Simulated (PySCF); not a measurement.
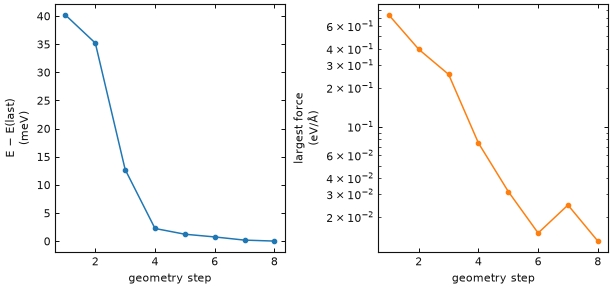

History of a geometry optimisation.

C5H9F3O (SMILES CCOCCC(F)(F)F); PBE0-D3(BJ)/def2-SVP, geometry optimisation (PySCF).

> How did the optimisation end?

The optimisation met its thresholds at geometry 8, counting the start as the first. The energy fell by about 40 meV from the first step to the last. The largest force goes from about 0.73 eV/Å at the start to 0.013 eV/Å at the end.

> By which step was nine tenths of the energy gained?

By step 4 of 8.
